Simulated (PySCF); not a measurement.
**C6H9NSi: density, localisation and related maps**

The calculation's input:

```
{"job": {"kind": "nmr", "xc": "PBE0", "basis": "pcSseg-1"}, "charge": 0, "multiplicity": 1}
N      0.043455    -2.872453    -0.669704
C     -0.100172    -1.747949    -0.432880
C     -0.263332    -0.332258    -0.121690
C      0.967545     0.308823     0.495990
Si     2.462090     0.434469    -0.666534
C     -1.618319     0.152495     0.314705
C     -2.407872    -0.230210    -0.890856
C     -1.120877     0.510725    -1.024254
H      1.267770    -0.250681     1.397161
H      0.706850     1.327638     0.827633
H      2.111099     1.286967    -1.843482
H      2.876134    -0.916072    -1.144651
H      3.594195     1.071109     0.071979
H     -1.865314     0.750568     1.190622
H     -3.317763     0.350252    -1.074450
H     -2.467903    -1.284107    -1.195819
H     -0.873230     1.465909    -1.485293
```

Command:

```sh
OMP_NUM_THREADS=1 python probes_run.py task.json out
```

Geometry: PBE0-D3(BJ)/def2-SVP.

Level of theory: PySCF 2.14.0, PBE0/pcSseg-1, SCF density, gas phase, non-relativistic.

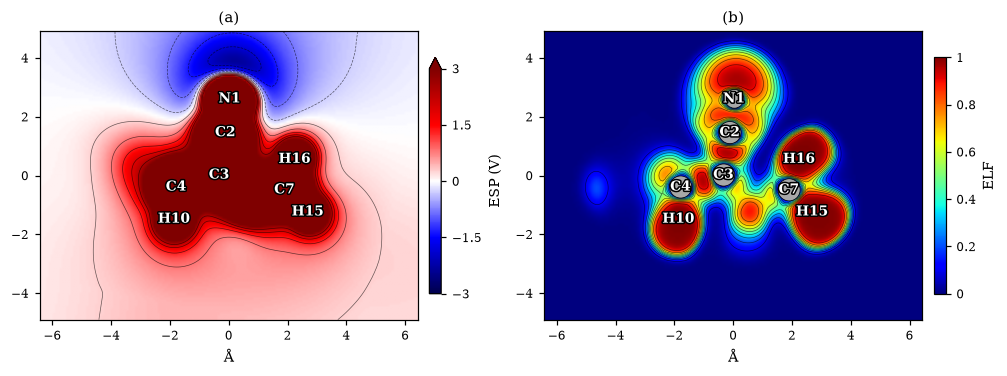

Figure 1. (a) electrostatic potential; (b) electron localisation function on the plane of atoms H15, C7 and H16. Grey discs cover the atomic cores in the ELF map.

**What does the map show?**

- The plane passes through N, C and H nuclei.
- C–N (1.16 Å): the ELF peaks at about 0.85 between the atoms; a short, multiple covalent bond.
- C–C (1.46 Å): the ELF peaks at about 0.95 between the atoms; localised, covalent bonding.
- C–H (1.10 Å): the ELF climbs to about 1 towards the hydrogen, as it does in any bond to H: a covalent bond by its length.
- C–C (1.52 Å): the ELF peaks at about 0.95 between the atoms, as expected for a shared electron pair.
- The ELF also peaks beside N1, away from the bonds: lone-pair regions.
- Outside the dense part of the molecule the potential is most negative (−2.3 V) near N1.

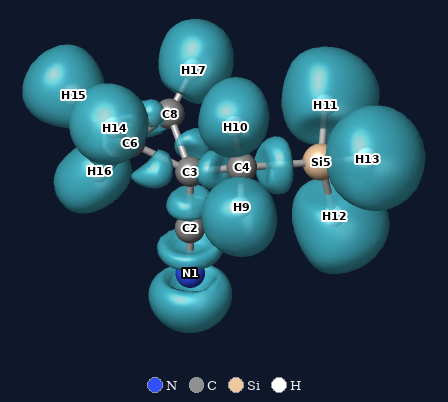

Figure 2. Isosurface of the electron localisation function at 0.8 (cyan), seen at a tilt. Core shells and regions of very low density are left out.

**Describe the localisation domains.**

At this value the surface marks out seven regions between bonded C–C atoms (shared pairs), one region between bonded C–N atoms (shared pairs), one region between bonded C–Si atoms (shared pairs), nine regions around hydrogen nuclei and one lobe on N, pointing away from the bonds (lone pairs).

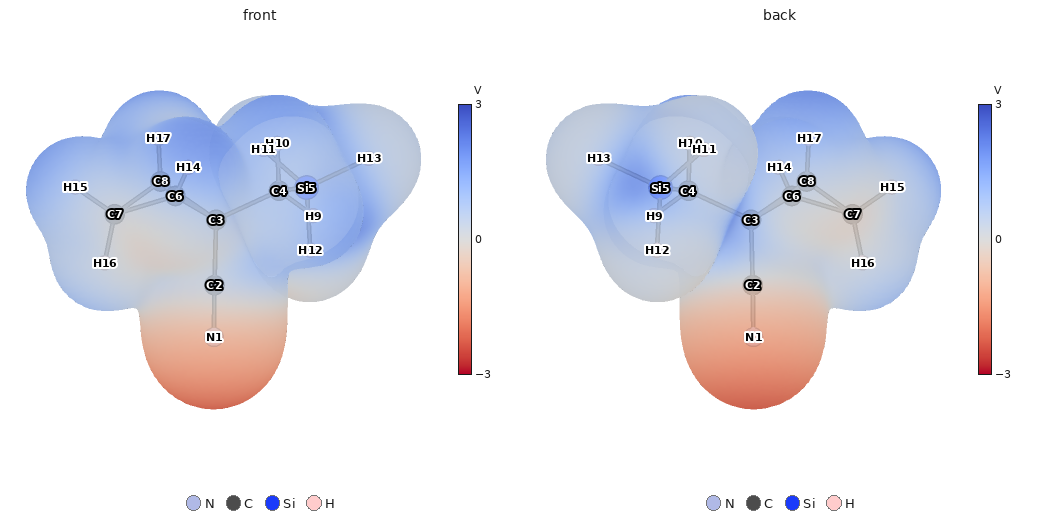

Figure 3. The molecular electrostatic potential painted on the density surface at 0.004 e/bohr³, seen from the front and from behind; the colour scale runs from red (negative) to blue (positive).

**Where is the surface potential most negative and most positive?**

The most negative region (about −2.1 V) lies over N1, the most positive (about +1.9 V) over Si5, H14 and H17. N1 is the likeliest acceptor of a hydrogen bond.

**What dipole moment does the calculation give?**

Its dipole moment is 4.72 D.
